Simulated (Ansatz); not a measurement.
## Electronic structure of AlFH4NO (doublet) in real space

Input

```
crystal:
  periodic: [false, false, false]
  atoms:
    - { symbol: Al, position_ang: [0.038791, -0.961515, -0.603429] }
    - { symbol: F, position_ang: [0.000423, -0.477789, 2.238653] }
    - { symbol: "N", position_ang: [1.575191, -0.072481, -0.746225] }
    - { symbol: H, position_ang: [2.491712, -0.494538, -0.829796] }
    - { symbol: H, position_ang: [1.622213, 0.909886, -0.997608] }
    - { symbol: O, position_ang: [-1.320113, 0.089523, -0.503174] }
    - { symbol: H, position_ang: [-2.215188, -0.240321, -0.410161] }
    - { symbol: H, position_ang: [0.120371, 0.400534, 1.970239] }
magnetization:
  spin_polarized: true
  initial_magnetization: 1
basis:
  gaussian: { orbitals: def2-SVP }
hamiltonian:
  xc: r2scanh
  dispersion: d4
relax:
  f_tol: 0.03
  max_steps: 50
output:
  orbitals: {}
```

Command:

```sh
ansatz run input.yaml --threads 4 --pin off --max-ram 5120MiB --backend cpu --events-out ev --progress --plain --runs-dir out
```

The fields are those of the run's last geometry, not of the input's.

Level of theory: UKS r2SCANh-D4/def2-SVP (Ansatz 0.2.0).

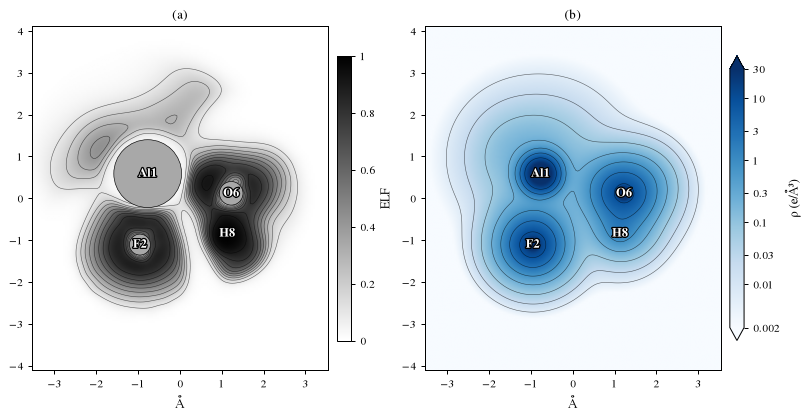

Figure 1. (a) ELF; (b) total electron density on the plane of atoms F2, Al1 and O6. Grey discs cover the atomic cores in the ELF map.

**What does the map show?**

The plane passes through Al, F, O and H nuclei. Al–F (1.71 Å): ρ at the midpoint is about 0.72 e/Å³; the ELF peaks at about 0.85 in the valence shell of F, 0.5 Å from its nucleus, and is about 0.30 at the midpoint. Al–O (2.05 Å): the density is about 0.37 e/Å³ at the midpoint; the ELF peaks at about 0.90 in the valence shell of O, 0.6 Å from its nucleus, and is about 0.45 at the midpoint. O–H (0.97 Å): the density is about 3.7 e/Å³ at the midpoint; the ELF climbs to about 1 towards the hydrogen, as it does in any bond to H; an ordinary covalent bond to hydrogen. The ELF also peaks beside F2, away from the bonds: non-bonding electrons, paired or unpaired.

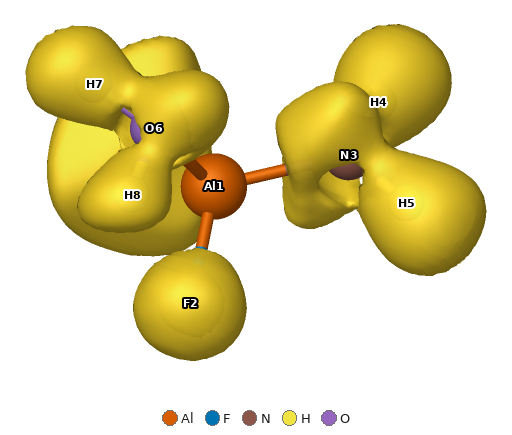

Figure 2. Isosurface of the ELF at 0.8 (yellow), seen at a tilt. Core shells and regions of very low density are left out.

**Where are the electrons localised?**

At this value the surface marks out one lobe on Al, pointing away from the bonds (non-bonding electrons), one region wrapped around F (its valence shell), one joined region spread over several atoms (H, N), in which their bonds and any lone pairs are merged and one joined region spread over several atoms (H, O), in which their bonds and any lone pairs are merged.


 Al–N (1.79 Å): the ELF peaks at about 0.90 in the valence shell of N, 0.7 Å from its nucleus, and is about 0.60 at the midpoint.

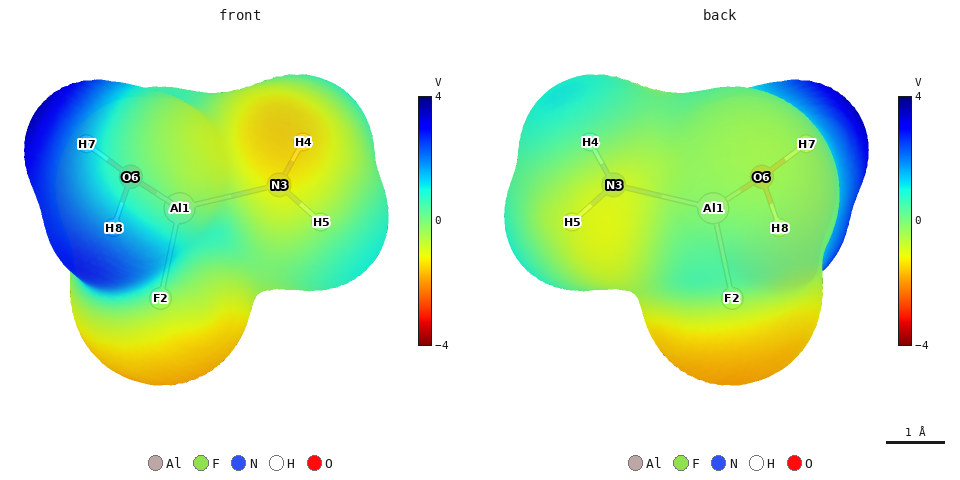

Figure 3. The molecular electrostatic potential painted on the density surface at 0.002 e/bohr³, seen from the front and from behind; the colour scale runs from red (negative) to blue (positive).

**Where is the surface potential most negative and most positive?**

The most negative region (about −1.9 V) lies over F2, the most positive (about +3.5 V) over H7.
